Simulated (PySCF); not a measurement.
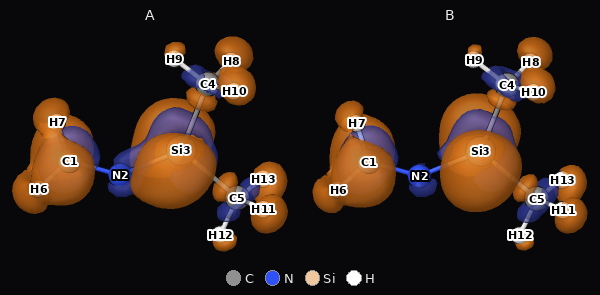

Figure 1: C$_{3}$H$_{8}$NSi, doublet, SMILES `C=N[Si](C)C`. The two Fukui functions at ±0.02 e/Å³ (orange positive, blue negative).

Level of theory: BP86/cc-pVDZ (PySCF), at a geometry from GFN2-xTB. No frequency check shows the geometry to be a minimum. GFN2-xTB doesn't know the spin state, so this open-shell geometry is rough.

The calculation's input:

```python
import numpy as np
from pyscf import gto, scf, dft
from pyscf.scf import atom_ks, atom_hf
from scipy.linalg import block_diag

def solve(mol, dm0=None, hcore=None):
    mf = (dft.UKS if mol.spin else dft.RKS)(mol, xc='bp86')
    mf.grids.level = 3
    mf = mf.density_fit(auxbasis='def2-universal-jkfit')
    mf.conv_tol, mf.max_cycle = 1e-8, 80
    if hcore is not None:
        mf.get_hcore = lambda *args: hcore
    mf.kernel(dm0)
    if not mf.converged:
        mf = mf.newton().run(mf.mo_coeff, mf.mo_occ, max_cycle=30)
    assert mf.converged, 'SCF not converged'
    return mf

mol = gto.M(atom='''
C     -2.45846     0.06596    -0.00028
N     -1.27307    -0.48089     0.00017
Si     0.30332    -0.00179     0.00043
C      1.15688     1.69938    -0.00004
C      1.51961    -1.44551    -0.00034
H     -3.31049    -0.59453     0.00006
H     -2.64526     1.13241    -0.00077
H      1.76490     1.84454    -0.89180
H      0.42270     2.50099     0.02995
H      1.81233     1.82036     0.86107
H      2.15350    -1.42923     0.88192
H      0.98795    -2.38989    -0.01446
H      2.17115    -1.41236    -0.86919
''', basis='cc-pvdz', charge=0, spin=1, verbose=4)
mf = solve(mol)
out = dict(e0=mf.e_tot, dm0=mf.make_rdm1(), c=mf.mo_coeff, occ=mf.mo_occ, eps=mf.mo_energy)
for name, dq, spin in [('cation', 1, 0), ('anion', -1, 0)]:
    ion = mol.copy().set(charge=mol.charge + dq, spin=spin).build()
    mi = solve(ion)
    if spin and dq > 0 and mol.nao < 130:
        c, _, stable, _ = mi.stability(return_status=True)
        if not stable:
            mi = solve(ion, mi.make_rdm1(c, mi.mo_occ))
    print(name, 'vertical energy change / eV', (mi.e_tot - mf.e_tot) * 27.211386)
    out.update({'e_' + name: mi.e_tot, 'dm_' + name: mi.make_rdm1(), 's2_' + name: mi.spin_square()[0], 'eps_' + name: mi.mo_energy, 'occ_' + name: mi.mo_occ})
# spherically averaged free atoms, for the promolecule
atm = atom_ks.get_atm_nrks(mol, xc='bp86')
pro = block_diag(*[(atm[a[0]][2] * atm[a[0]][3]) @ atm[a[0]][2].T for a in mol._atom])
np.savez('result.npz', pro=pro, **out)
```

Command:

```sh
OMP_NUM_THREADS=1 python input.py
```

The run took 66 s on 1 thread of Arm Neoverse V2 (shared host), peak memory 0.49 GiB.

Partitions, critical points and surface values were worked out afterwards from this run's density.

Why do the two look alike?

The electron leaves from or enters the same singly occupied orbital. A is f⁻, B is f⁺. f⁻ (Hirshfeld-condensed) is largest on Si3 (0.32) and C1 (0.19); the vertical ionisation energy is 6.41 eV (to the singlet cation, which needn't be its lowest state). f⁺ (Hirshfeld-condensed) is largest on Si3 (0.35); the vertical electron affinity is −0.16 eV (to the singlet anion, which needn't be its lowest state; negative, but this basis has no diffuse functions, so it doesn't show that the anion is unbound).
